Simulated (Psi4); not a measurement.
# Run report: BH₃F (charge −1), excited-state calculation

System: BH₃F, charge −1, SMILES [H][B-]([H])([H])F.
Method: TDDFT (PBE0)/6-31G, RKS (Psi4 1.11).

The geometry was optimised with PBE0/6-31G.

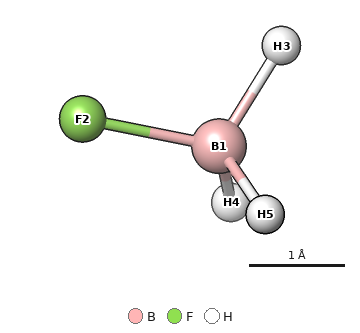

Figure 1. The structure as given in the input (ball-and-stick view, seen at a tilt; atoms are numbered from 1 in the order of the input). Bond lengths as drawn: B–F 1.49 Å and B–H 1.25 Å.

### Key numbers

```json
{"quantity": "outcome", "value": "converged"}
{"quantity": "total energy", "value": "−126.375369 hartree"}
{"quantity": "basis functions", "value": "24"}
{"quantity": "HOMO", "value": "−0.90 eV"}
{"quantity": "LUMO", "value": "10.12 eV"}
{"quantity": "lowest excitation", "value": "9.20 eV"}
{"quantity": "hardware", "value": "1 thread of Intel Xeon (Sapphire Rapids), 64 GiB of memory available, shared host"}
{"quantity": "wall time", "value": "5.4 s"}
{"quantity": "peak memory", "value": "0.27 GiB"}
```

### Input (bfh3.dat)
```python
memory 1.6 GB

molecule system {
  -1 1
  B     -0.000608     0.000894    -0.077614
  F      0.012726    -0.021342     1.412552
  H      1.162771     0.012527    -0.526363
  H     -0.592449     1.015739    -0.495687
  H     -0.583918    -1.005945    -0.525927
  units angstrom
  symmetry c1
}

set basis 6-31G
set reference rks
set save_jk true

from psi4.driver.procrouting.response.scf_response import tdscf_excitations
energy_value, wavefunction = energy('pbe0', return_wfn=True)
states = tdscf_excitations(wavefunction, states=4, tda=False)
print_variables()
```

Launched with:
```bash
psi4 -i bfh3.dat -o bfh3.out -n 1
```

### What the program printed
```
Psi4 1.11 release

   => Loading Basis Set <=

    Name: 6-31G
    Role: ORBITAL
    Keyword: BASIS

         ---------------------------------------------------------
                                   SCF
                              RKS Reference
                        1 Threads,   1525 MiB Core
         ---------------------------------------------------------

  ==> Geometry <==

    Molecular point group: c1
    Full point group: C1

    Geometry (in Angstrom), charge = -1, multiplicity = 1:

       Center              X                  Y                   Z               Mass
    ------------   -----------------  -----------------  -----------------  -----------------
         B           -0.007310079901     0.012190172219    -0.816965834000    11.009305360000
         F            0.006023920099    -0.010045827781     0.673200166000    18.998403162730
         H            1.156068920099     0.023823172219    -1.265714834000     1.007825032230
         H           -0.599151079901     1.027035172219    -1.235038834000     1.007825032230
         H           -0.590620079901    -0.994648827781    -1.265278834000     1.007825032230

  Running in c1 symmetry.

  Rotational constants: A =      4.09148  B =      0.73973  C =      0.73972 [cm^-1]
  Rotational constants: A = 122659.40374  B =  22176.40795  C =  22176.38786 [MHz]
  Nuclear repulsion =   29.465537239841506

  Charge       = -1
  Multiplicity = 1
  Electrons    = 18
  Nalpha       = 9
  Nbeta        = 9

  ==> Algorithm <==

  SCF Algorithm Type is DF.
  DIIS enabled.
  MOM disabled.
  Fractional occupation disabled.
  Guess Type is SAD.
  Energy threshold   = 1.00e-06
  Density threshold  = 1.00e-06
  Integral threshold = 1.00e-12

  ==> Primary Basis <==

  Basis Set: 6-31G
    Blend: 6-31G
    Number of shells: 16
    Number of basis functions: 24
    Number of Cartesian functions: 24
    Spherical Harmonics?: false
    Max angular momentum: 1

  ==> DFT Potential <==

   => LibXC <=

    Version 7.1.2

   => Composite Functional: PBE0 <=

    PBE0 Hyb-GGA Exchange-Correlation Functional

    Deriv               =              1
    GGA                 =           TRUE
    Meta                =          FALSE

    Exchange Hybrid     =           TRUE
    MP2 Hybrid          =          FALSE

   => Exchange Functionals <=

    0.7500   Perdew, Burke & Ernzerhof

   => Exact (HF) Exchange <=

    0.2500               HF

   => Correlation Functionals <=

    1.0000   Perdew, Burke & Ernzerhof

   => LibXC Density Thresholds  <==

    XC_HYB_GGA_XC_PBEH:  1.00E-15

   => Molecular Quadrature <=

    Radial Scheme          =       TREUTLER
    Pruning Scheme         =           NONE
    Nuclear Scheme         =       TREUTLER

    Blocking Scheme        =         OCTREE
    BS radius alpha        =              1
    Pruning alpha          =              1
    Radial Points          =             75
    Spherical Points       =            302
    Total Points           =         109006
    Total Blocks           =            883
    Max Points             =            256
    Max Functions          =             24
    Weights Tolerance      =       1.00E-15

   => Loading Basis Set <=

    Name: (6-31G AUX)
    Role: JKFIT
    Keyword: DF_BASIS_SCF

  ==> Integral Setup <==

  DFHelper Memory: AOs need 0.002 GiB; user supplied 1.046 GiB.
  SCF_SUBTYPE=INCORE selected. In-core MEM_DF algorithm will be used.
  Using in-core AOs.

  ==> MemDFJK: Density-Fitted J/K Matrices <==

    J tasked:                   Yes
    K tasked:                   Yes
    wK tasked:                   No
    Memory [MiB]:              1071
    Algorithm:                 Core
    Schwarz Cutoff:           1E-12
    Mask sparsity (%):       0.0000
    Fitting Condition:        1E-10

   => Auxiliary Basis Set <=

  Basis Set: (6-31G AUX)
    Blend: CC-PVDZ-JKFIT
    Number of shells: 75
    Number of basis functions: 237
    Number of Cartesian functions: 237
    Spherical Harmonics?: false
    Max angular momentum: 3

  Cached 100.0% of DFT collocation blocks in 0.072 [GiB].

  Minimum eigenvalue in the overlap matrix is 1.6683281587E-02.
  Reciprocal condition number of the overlap matrix is 4.2628436188E-03.
    Using symmetric orthogonalization.

  ==> Pre-Iterations <==

  SCF Guess: Superposition of Atomic Densities via on-the-fly atomic UHF (no occupation information).

   -------------------------
    Irrep   Nso     Nmo
   -------------------------
     A         24      24
   -------------------------
    Total      24      24
   -------------------------

  ==> Iterations <==

                           Total Energy        Delta E     RMS |[F,P]|

   @DF-RKS iter SAD:  -125.73644713156465   -1.25736e+02   0.00000e+00
   @DF-RKS iter   1:  -126.27131989539022   -5.34873e-01   1.83686e-02 ADIIS/DIIS
   @DF-RKS iter   2:  -126.29046563810036   -1.91457e-02   1.93336e-02 ADIIS/DIIS
   @DF-RKS iter   3:  -126.37245078255380   -8.19851e-02   3.50585e-03 ADIIS/DIIS
   @DF-RKS iter   4:  -126.37532411317480   -2.87333e-03   4.09048e-04 ADIIS/DIIS
   @DF-RKS iter   5:  -126.37536816818067   -4.40550e-05   4.86379e-05 DIIS
   @DF-RKS iter   6:  -126.37536878243912   -6.14258e-07   2.21700e-06 DIIS
   @DF-RKS iter   7:  -126.37536878414198   -1.70286e-09   2.05487e-07 DIIS
  Energy and wave function converged.

  ==> Post-Iterations <==

   Electrons on quadrature grid:
      Ntotal   =   18.0000058127 ; deviation = 5.813e-06

    Orbital Energies [Eh]
    ---------------------

    Doubly Occupied:

       1A    -24.448896     2A     -6.513942     3A     -0.882950
       4A     -0.269356     5A     -0.151169     6A     -0.144346
       7A     -0.144345     8A     -0.033155     9A     -0.033154

    Virtual:

      10A      0.371978    11A      0.435711    12A      0.435713
      13A      0.446382    14A      0.679034    15A      0.679036
      16A      0.773893    17A      0.890901    18A      1.233741
      19A      1.236028    20A      1.236030    21A      1.590235
      22A      1.590237    23A      1.608979    24A      2.262630

    Final Occupation by Irrep:
              A
    DOCC [     9 ]
    NA   [     9 ]
    NB   [     9 ]

  @DF-RKS Final Energy:  -126.37536878414198

   => Energetics <=

    Nuclear Repulsion Energy =             29.4655372398415061
    One-Electron Energy =                -237.9111687527848460
    Two-Electron Energy =                  94.0315671923576417
    DFT Exchange-Correlation Energy =     -11.9613044635562797
    Empirical Dispersion Energy =           0.0000000000000000
    VV10 Nonlocal Energy =                  0.0000000000000000
    Total Energy =                       -126.3753687841419833

Computation Completed

Properties will be evaluated at   0.000000,   0.000000,   0.000000 [a0]

Properties computed using the SCF density matrix

 Multipole Moments:

 ------------------------------------------------------------------------------------
     Multipole            Electronic (a.u.)      Nuclear  (a.u.)        Total (a.u.)
 ------------------------------------------------------------------------------------

 L = 1.  Multiply by 2.5417464519 to convert [e a0] to [Debye]
 Dipole X            :          0.0385769           -0.0303062            0.0082707
 Dipole Y            :         -0.0643452            0.0505463           -0.0137989
 Dipole Z            :          4.3106241           -3.3865029            0.9241211
 Magnitude           :                                                    0.9242612

 ------------------------------------------------------------------------------------

	total time  =          2 seconds =       0.03 minutes

******************************************************************************************
**********                               WARNING                                **********
**********       The names of excited state variables changed between 1.5       **********
**********     and 1.6. For a quick solution, remove the symmetry specifier     **********
**********   from the variable name. For full details, see 'Notes on Psivars'   **********
**********                        in the documentation.                         **********
******************************************************************************************

         ---------------------------------------------------------
                         TDSCF excitation energies
         ---------------------------------------------------------

  ==> Options <==

     Residual threshold  : 1.0000e-04
     Initial guess       : denominators
     Reference           : RHF
     Solver type         : RPA (Hamiltonian)

  ==> Requested Excitations <==

      4 singlet states with A symmetry

  ==> Seeking the lowest 4 singlet states with A symmetry

                        Generalized Hamiltonian Solver

  ==> Options <==

    Max number of iterations        = 60
    Eigenvector tolerance           = 1.0000e-04
    Max number of expansion vectors = 800

  => Iterations <=
                              Max[D[value]]     Max[|R|]   # vectors
  HamiltonianSolver iter   1:   4.18526e-01  6.65430e-02     16
  HamiltonianSolver iter   2:   1.27979e-03  2.19057e-02     24
  HamiltonianSolver iter   3:   4.33310e-05  6.54719e-03     32
  HamiltonianSolver iter   4:   2.21202e-06  2.52144e-03     40
  HamiltonianSolver iter   5:   1.33956e-07  3.90361e-04     46
  HamiltonianSolver iter   6:   4.64313e-09  5.24139e-05     52      Converged

******************************************************************************************
**********                               WARNING                                **********
**********  Length-gauge rotatory strengths are **NOT** gauge-origin invariant  **********
******************************************************************************************

                                    Excitation Energy         Total Energy        Oscillator Strength             Rotatory Strength
     #   Sym: GS->ES (Trans)        au              eV              au          au (length)    au (velocity)    au (length)    au (velocity)
    ---- -------------------- --------------- --------------- --------------- --------------- --------------- --------------- ---------------
     1        A->A (1 A)       0.33807         9.19949        -126.03729       0.0216          0.0067         -0.0000          0.0000
     2        A->A (1 A)       0.33808         9.19952        -126.03729       0.0216          0.0067          0.0000          0.0000
     3        A->A (1 A)       0.39873         10.85003       -125.97664       0.0000          0.0000         -0.0000         -0.0000
     4        A->A (1 A)       0.41720         11.35259       -125.95817       0.0029          0.0000          0.0000          0.0000

Contributing excitations and de-excitations
Only contributions with abs(coeff) > 1.00e-01 will be printed:

Excited State    1 (1 A):   0.33807 au   134.77 nm f = 0.0216
  Sums of squares: Xssq =  1.000395e+00; Yssq =  3.952238e-04; Xssq - Yssq =  1.000000e+00
      9a  ->  10a    -0.992048 (98.416%)

Excited State    2 (1 A):   0.33808 au   134.77 nm f = 0.0216
  Sums of squares: Xssq =  1.000395e+00; Yssq =  3.952053e-04; Xssq - Yssq =  1.000000e+00
      8a  ->  10a    -0.992048 (98.416%)

Excited State    3 (1 A):   0.39873 au   114.27 nm f = 0.0000
  Sums of squares: Xssq =  1.000043e+00; Yssq =  4.262160e-05; Xssq - Yssq =  1.000000e+00
      8a  ->  11a     0.706805 (49.957%)
      9a  ->  12a    -0.706775 (49.953%)

Excited State    4 (1 A):   0.41720 au   109.21 nm f = 0.0029
  Sums of squares: Xssq =  1.000414e+00; Yssq =  4.143296e-04; Xssq - Yssq =  1.000000e+00
      7a  ->  10a     0.241902 ( 5.852%)
      8a  ->  11a    -0.306113 ( 9.370%)
      8a  ->  12a    -0.412091 (16.982%)
      9a  ->  11a     0.412118 (16.984%)
      9a  ->  12a    -0.306136 ( 9.372%)
      9a  ->  13a    -0.636395 (40.500%)

******************************************************************************************
**********                               WARNING                                **********
**********       The names of excited state variables changed between 1.5       **********
**********     and 1.6. For a quick solution, remove the symmetry specifier     **********
**********   from the variable name. For full details, see 'Notes on Psivars'   **********
**********                        in the documentation.                         **********
******************************************************************************************

  Variable Map:
  ----------------------------------------------------------------------------
  "CURRENT ENERGY"              =>    -126.375368784142
  "CURRENT REFERENCE ENERGY"    =>    -126.375368784142
  "DD SOLVATION ENERGY"         =>       0.000000000000
  "DFT FUNCTIONAL TOTAL ENERGY" =>    -126.375368784142
  "DFT TOTAL ENERGY"            =>    -126.375368784142
  "DFT VV10 ENERGY"             =>       0.000000000000
  "DFT XC ENERGY"               =>     -11.961304463556
  "GRID ELECTRONS ALPHA"        =>       9.000002906358
  "GRID ELECTRONS BETA"         =>       9.000002906358
  "GRID ELECTRONS TOTAL"        =>      18.000005812716
  "NUCLEAR REPULSION ENERGY"    =>      29.465537239842
  "ONE-ELECTRON ENERGY"         =>    -237.911168752785
  "PCM POLARIZATION ENERGY"     =>       0.000000000000
  "PE ENERGY"                   =>       0.000000000000
  "SCF ITERATION ENERGY"        =>    -126.375368784142
  "SCF ITERATIONS"              =>       7.000000000000
  "SCF TOTAL ENERGY"            =>    -126.375368784142
  "TWO-ELECTRON ENERGY"         =>      94.031567192358
  "XC GRID RADIAL POINTS"       =>      75.000000000000
  "XC GRID SPHERICAL POINTS"    =>     302.000000000000
  "XC GRID TOTAL POINTS"        =>  109006.000000000000

  Array Variable Map:
  ----------------------------------------------------------------------------
  "CURRENT DIPOLE"              =>       0.008270714846 ... 0.924121148551 1 by 3
  "SCF DIPOLE"                  =>       0.008270714846 ... 0.924121148551 1 by 3
  "SCF TOTAL ENERGIES"          =>    -125.736447131565 ... -126.375368784142 1 by 8

    Psi4 run time: 0:00:04.39
```

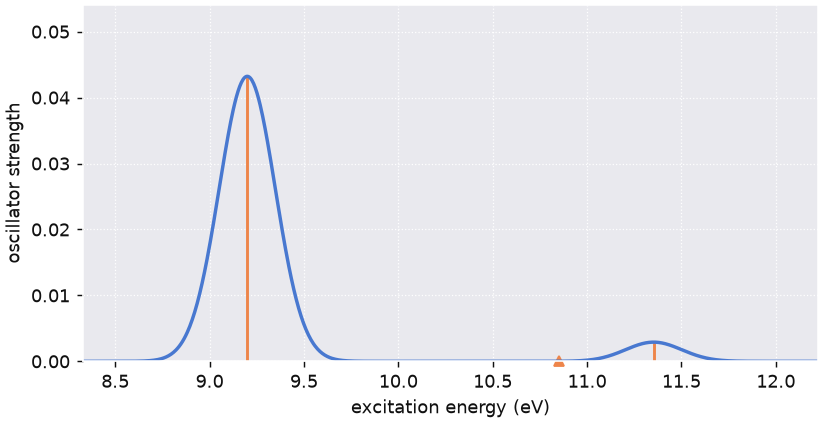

Figure 2. Computed excitations as sticks (degenerate states added up, dark ones marked on the axis), with a Gaussian envelope of 0.35 eV full width at half maximum, scaled to the tallest. Of the 4 states the lowest lies at 9.20 eV (f = 0.022); the strongest line is at 9.20 eV, or 135 nm (f = 0.043, summed over 2 states that lie within 0.004 eV).

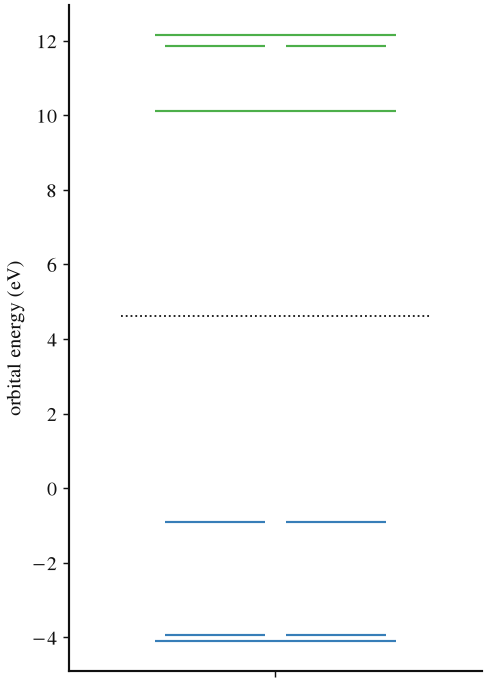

Figure 3. Orbital energies near the frontier; the dotted line parts filled from empty levels, and levels within 0.02 eV of each other stand side by side. Highest filled −0.90 eV, lowest empty 10.12 eV, 11.02 eV apart.
